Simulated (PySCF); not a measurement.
# CH7AlO (SMILES C[OH+][AlH3-]): levels of theory compared

We compute a comparison of 5 runs (HF/def2-SVP, B3LYP/6-31G*, PBE0/def2-SVP, CCSD/6-31G*, CCSD/def2-SVP) of CH7AlO. 

Program for the calculation: PySCF 2.14.0.

### 1 The structure to begin with

CH7AlO has 10 atoms, charge 0, and is taken as a singlet. SMILES: `C[OH+][AlH3-]`. Geometry: relaxed at PBE0-D4/def2-TZVP.

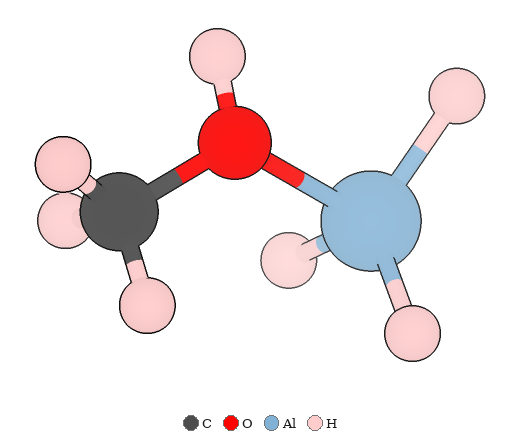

The structure, seen from a chosen angle (carbon dark grey, oxygen red, aluminium light blue, hydrogen pink).

### 2 Energy and gradient at HF/def2-SVP (run 1)

The input, mol.xyz:

```xyz
10
CH7AlO
C     -1.049000     0.620000    -0.668700
O      0.339000     0.266800    -0.599300
Al     1.027900    -0.640800     1.030900
H     -1.218800     1.269100    -1.527800
H     -1.670600    -0.275000    -0.724500
H     -1.269600     1.161200     0.249200
H      0.624400    -0.170400    -1.407900
H     -0.050200    -1.823600     1.147000
H      0.888900     0.558600     2.076500
H      2.461200    -1.017100     0.427500
```

The input, job.py:

```python
import pyscf.grad
from pyscf import gto

system = gto.Mole()
system.atom = 'mol.xyz'
system.max_memory = 1860
system.basis = 'def2-svp'
system.verbose = 4
system.build()

mf = system.RHF()
mf.conv_tol = 1e-10
mf.kernel()
if not mf.converged:
    mf = mf.newton().run(mf.mo_coeff, mf.mo_occ)

e_final = mf.e_tot
print('E(%s) = %.9f' % ('HF', e_final))
grad = mf.Gradients().kernel()
dip = mf.dip_moment()
pop, q = mf.mulliken_pop()
```

Launch:

```console
$ OMP_NUM_THREADS=1 python job.py
```

Log:

```text
PySCF version 2.14.0

[... 64 lines left out ...]
converged SCF energy = -358.547824195352
[... 12 lines left out ...]
Dipole moment(X, Y, Z, Debye): -2.88016,  1.54740, -4.33875
[... 92 lines left out ...]
charge of    9H =     -0.32256
```

Run time: 13 s. Hardware: 1 thread of Intel Xeon at 2.50GHz (Skylake/Cascade Lake), shared host; peak memory 0.16 GiB.

### 3 Energy and forces at B3LYP/6-31G(d) (Cartesian functions) (run 2)

The input, calc.py:

```python
from pyscf import gto, dft

molecule = gto.M(
    atom='''
C     -1.982323     1.171630    -1.263660
O      0.640617     0.504179    -1.132513
Al     1.942449    -1.210937     1.948119
H     -2.303198     2.398251    -2.887124
H     -3.156976    -0.519675    -1.369107
H     -2.399196     2.194350     0.470920
H      1.179945    -0.322009    -2.660545
H     -0.094864    -3.446105     2.167516
H      1.679778     1.055601     3.924016
H      4.650994    -1.922040     0.807858
''',
    cart=True,
    verbose=4,
    basis='6-31g*',
    max_memory=1860,
    unit='bohr',
)

myscf = dft.RKS(molecule)
myscf.xc = 'b3lyp'
myscf.conv_tol = 1e-10
myscf.grids.level = 5
myscf.kernel()
if not myscf.converged:
    myscf = myscf.newton().run(myscf.mo_coeff, myscf.mo_occ)

etot = myscf.e_tot
print(f'total energy: {etot:.8f} hartree')
grad = myscf.nuc_grad_method().kernel()
dip = myscf.dip_moment()
pop, q = myscf.mulliken_pop()
```

Launch:

```console
$ OMP_NUM_THREADS=1 python calc.py
```

Log:

```text
PySCF version 2.14.0

[... 77 lines left out ...]
converged SCF energy = -359.957745396906
total energy: -359.95774540 hartree
[... 12 lines left out ...]
Dipole moment(X, Y, Z, Debye): -2.67138,  1.49020, -4.20586
[... 74 lines left out ...]
charge of    9H =     -0.15436
```

It took 46 s on 1 thread of Intel Xeon at 2.50GHz (Skylake/Cascade Lake), shared host; peak memory 0.65 GiB.

Runs 3 to 4 aren't shown in full; the table further down has their settings and results.

### 4 The energy at CCSD/def2-SVP (run 5)

The input, input.py:

```python
from pyscf import gto, scf, cc

mol = gto.M(
    atom=[
    ('C', (-1.049000, 0.620000, -0.668700)),
    ('O', (0.339000, 0.266800, -0.599300)),
    ('Al', (1.027900, -0.640800, 1.030900)),
    ('H', (-1.218800, 1.269100, -1.527800)),
    ('H', (-1.670600, -0.275000, -0.724500)),
    ('H', (-1.269600, 1.161200, 0.249200)),
    ('H', (0.624400, -0.170400, -1.407900)),
    ('H', (-0.050200, -1.823600, 1.147000)),
    ('H', (0.888900, 0.558600, 2.076500)),
    ('H', (2.461200, -1.017100, 0.427500)),
],
    max_memory=1860,
    spin=0,
    verbose=4,
    basis='def2-svp',
)

mf = scf.RHF(mol)
mf.conv_tol = 1e-10
mf.kernel()
if not mf.converged:
    mf = mf.newton().run(mf.mo_coeff, mf.mo_occ)

mycc = cc.CCSD(mf, frozen=7)
mycc.kernel()
energy = mycc.e_tot
print(f'total energy: {energy:.8f} hartree')
dip = mf.dip_moment()
pop, q = mf.mulliken_pop()
```

Launch:

```console
$ OMP_NUM_THREADS=1 python input.py
```

Log:

```text
PySCF version 2.14.0

[... 64 lines left out ...]
converged SCF energy = -358.547824195352
[... 12 lines left out ...]
Init t2, MP2 energy = -358.967388187974  E_corr(MP2) -0.419563992622377
[... 11 lines left out ...]
CCSD converged
[... 1 line left out ...]
total energy: -359.01341063 hartree
Dipole moment(X, Y, Z, Debye): -2.88016,  1.54740, -4.33875
[... 92 lines left out ...]
charge of    9H =     -0.32256
```

Run time: 22 s. Hardware: 1 thread of Intel Xeon at 2.50GHz (Skylake/Cascade Lake), shared host; peak memory 0.33 GiB.

### 5 Overview of the runs

| run | level | Cartesian functions | integration grid | energy (Eh) | dipole moment (D) of the reference | HOMO energy (eV) | LUMO energy (eV) | wall time |
| --- | --- | --- | --- | --- | --- | --- | --- | --- |
| 1 | HF/def2-SVP | no | – | -358.547824 | 5.43 | -10.55 | 3.18 | 13 s |
| 2 | B3LYP/6-31G* (Cartesian functions) | yes | 5 | -359.957745 | 5.20 | -7.14 | -0.21 | 46 s |
| 3 | PBE0/def2-SVP | no | 5 | -359.533561 | 5.23 | -7.38 | 0.06 | 70 s |
| 4 | CCSD/6-31G* (spherical functions) | no | – | -359.091911 | 5.38 | -10.49 | 3.02 | 9.3 s |
| 5 | CCSD/def2-SVP | no | – | -359.013411 | 5.43 | -10.55 | 3.18 | 22 s |

### 6 Outcome

| quantity | value |
| --- | --- |
| run 5: total energy | -359.01341 Eh |
| run 5: dipole moment (Hartree–Fock density) | 5.43 D |
| run 5: HOMO energy (Hartree–Fock orbitals) | -10.55 eV |
| run 5: LUMO energy (Hartree–Fock orbitals) | 3.18 eV |
| run 5: HOMO–LUMO gap (Hartree–Fock orbitals) | 13.73 eV |
| run 5: correlation energy (7 core orbitals frozen) | -465.6 mEh |
| run 5: T1 diagnostic | 0.009 |

Over runs 1, 2, 3 the dipole moment (its size) runs from 5.20 D (B3LYP/6-31G*) to 5.43 D (HF/def2-SVP). The two ends differ in method and basis. Over runs 1, 2, 3 the HOMO–LUMO gap runs from 6.93 eV (B3LYP/6-31G*) to 13.73 eV (HF/def2-SVP). Totals of different functionals can't be ranked against each other. All runs together took 2.7 min, the longest 70 s.
